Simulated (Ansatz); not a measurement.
```
P As
1.0
     5.11576    0.00000    0.00000
    -2.55788    4.43038    0.00000
     0.00000    0.00000   20.42293
P As
18 3
Cartesian
  1.4567 3.7946 5.4866
  1.4566 0.8410 12.2942
  -1.1012 2.3178 19.1020
  -1.4566 3.7946 5.4866
  3.6591 0.8410 12.2942
  1.1012 2.3178 19.1020
  0.0000 1.2716 5.4866
  2.5579 2.7484 12.2942
  0.0000 4.2252 19.1020
  3.6591 2.1126 1.3210
  1.1012 3.5894 8.1287
  1.1012 0.6358 14.9363
  1.4567 2.1126 1.3210
  -1.1012 3.5894 8.1287
  4.0145 0.6358 14.9363
  2.5579 0.2052 1.3210
  0.0000 1.6820 8.1287
  2.5579 3.1588 14.9363
  0.0000 2.9536 3.4039
  0.0000 0.0000 10.2115
  2.5579 1.4768 17.0190
```

Space group R-3m; a structure generated by program, which may or may not match a known phase; computed without spin polarisation.

All numbers below come from Ansatz, DFT PBE, scalar-relativistic, plane waves, PAW.

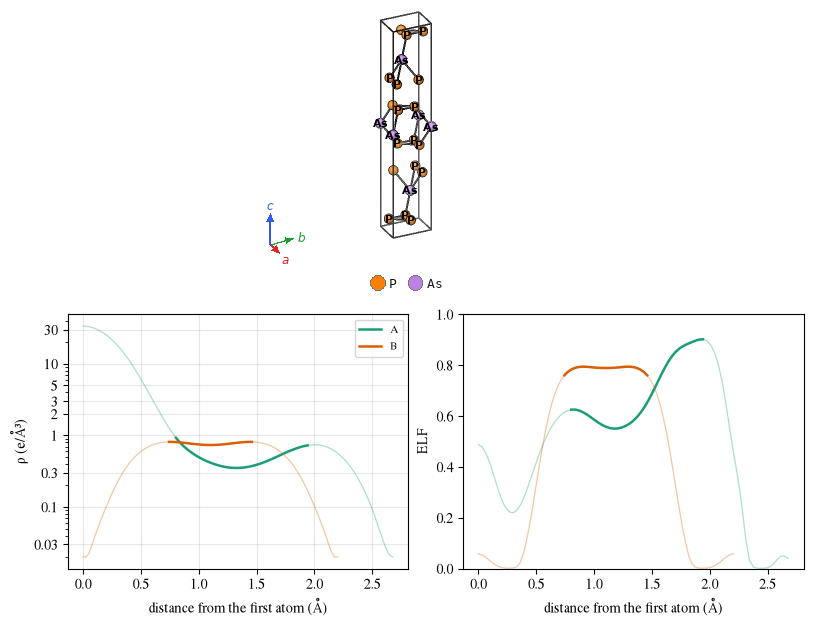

AsP₆. Valence pseudo-density and ELF along straight lines between neighbouring atoms. Thin, pale parts lie inside the atomic spheres. The structure is drawn too.

The density is the valence pseudo-density of a PAW calculation; it isn't the true density close to the nuclei.

> Which curve belongs to which contact (As–P and P–P)? The first atom named is at distance zero.

Curve A: As–P (2.68 Å): the density is about 0.35 e/Å³ at the midpoint; the ELF peaks at about 0.90 in the valence shell of P, 0.7 Å from its nucleus, and drops to about 0.55 between the two atoms. Curve B: P–P (2.20 Å): ρ at the midpoint is about 0.74 e/Å³; the ELF peaks at about 0.80 between the atoms.
